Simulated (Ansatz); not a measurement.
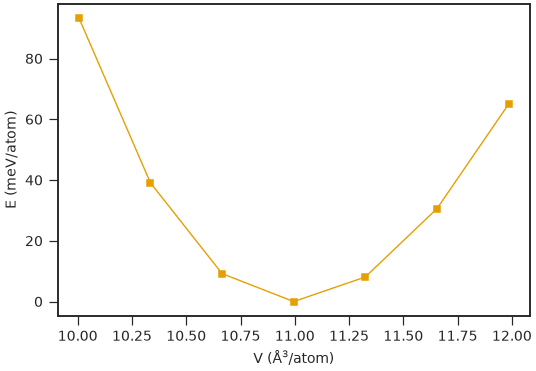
Fig. 1. PtC (rock salt, Fm-3m) under volume change, DFT-r²SCAN in the program Ansatz with PAW potentials, scaled uniformly.

### Question
What does a third-order Birch–Murnaghan fit give for V₀, B₀ and B′?

### Answer
V₀ = 11.00 Å³/atom, B₀ = 277 GPa, B′ = 4.9.

The start of the workflow was typed in or built on a structure type; neither database checked (COD, Materials Project) lists it. Its standing as an ambient phase is unchecked. The cell was relaxed with r²SCAN under the symmetry of its start; its stability against distortions is not shown here. No spin polarisation was allowed. Its formation energy is positive at this level, so the cell may be metastable or incomplete. Spin–orbit coupling is left out wherever it is not named.

Potentials: the earlier of the program's two PAW sets.
